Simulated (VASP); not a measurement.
Band structure of MgH2 (rutile). Computed with PBEsol GGA, VASP's PBE PAW potentials (set 64) (plane waves; VASP 6.6.1).

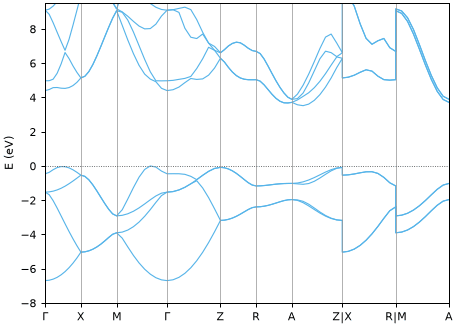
*Bands along high-symmetry lines, zero at the valence-band maximum or, without a gap, the Fermi level*

Task: Read the plot: is there a gap, and where are the band edges?

Result: The gap is indirect, 3.52 eV, from the valence maximum at M-Γ at 0.67 to the conduction minimum at A-Z at 0.22. (Edges off the drawn lines would not show.)

The compound is MgH2 in the rutile structure. It was relaxed first.
